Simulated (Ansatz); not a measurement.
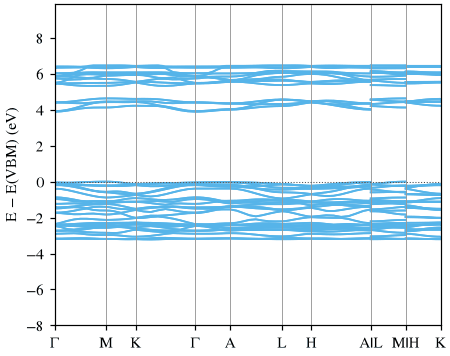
*Band structure from the program Ansatz at the r²SCAN with spin–orbit coupling level (PAW)*

Read off the gap and where the band edges lie.

About 3.9 eV (3.89 eV by a search for the band edges); maximum at M, minimum at Γ.

The material is K2RbLaV2O8 in space group P-3m1 (No. 164; Pearson symbol hP14).

The workflow started from a Materials Project entry (that database holds measured and hypothetical structures alike); the Crystallography Open Database copy checked does not list it. Whether it is the stable phase at ambient conditions was not checked. The cell was relaxed with r²SCAN under the symmetry of its start; whether a distortion lowers the energy is not shown. No spin polarisation was allowed. No Hubbard U is applied.

Potentials: the later of the program's two PAW sets.
